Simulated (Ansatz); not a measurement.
**A computed series for BaTiO3: pressure series**

Base system: BaTiO3 (space group P4mm, No. 99; a = 3.985 Å, c = 4.201 Å).

Cell and atoms are relaxed at each pressure.

Levels (all Ansatz, a program for electronic structure, PAW): PBE (420 eV, scalar-relativistic without spin-orbit coupling); r2SCAN (500 eV, without spin-orbit coupling).

The base cell above is that of PBE; each level relaxes its own structures.

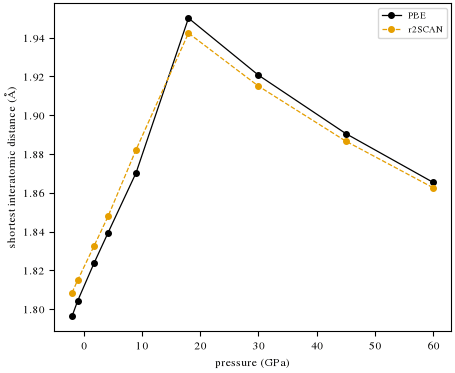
Shortest interatomic distance under two levels

Problem. How do the two levels compare along the series?

Solution. The two levels differ by at most about 0.012 Å. They put the cases in the same order.

Load acts through the strain it causes; cell and atoms are relaxed under it. No phonon test of stability was made. No other phases were tried under pressure. The final runs are not spin-polarised. Along this pressure series the structure jumps between pressure 9 GPa and pressure 18 GPa; cells beyond that are another form of it.
